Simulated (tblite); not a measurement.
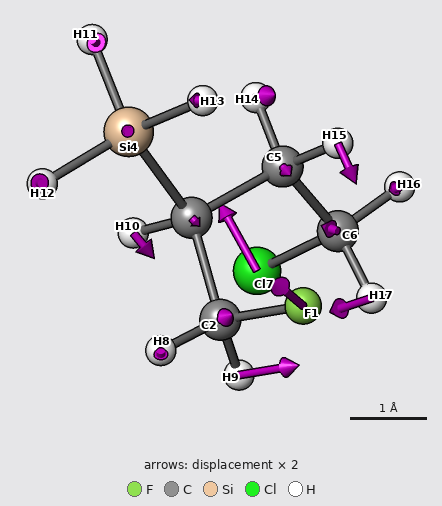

A relaxation of C4H10ClFSi. The starting structure is drawn; purple arrows show the displacements, magnified 2 times. The two geometries are superimposed by the best rigid fit.

A ball-and-stick model, seen from a free direction.

The calculation used GFN2-xTB geometry optimisation, gas phase in tblite 0.8.0. 

Describe the change and its energy.

After 94 geometry steps the energy has fallen by 10.7 kJ/mol. The Cl atom moves most after the best rigid fit: 0.53 Å. By element the largest moves are Cl 0.53 Å, H 0.50 Å, F 0.49 Å, C 0.17 Å, Si 0.08 Å. Among the contacts that change: H–Si 1.498 → 1.460 Å, C–C 1.560 → 1.531 Å, C–Si 1.895 → 1.917 Å, C–C 1.539 → 1.520 Å. Among the angles between lasting bonds that change: Si–C–H 104.8° → 109.0°, F–C–C 108.3° → 110.6°, H–Si–H 108.4° → 110.5°.
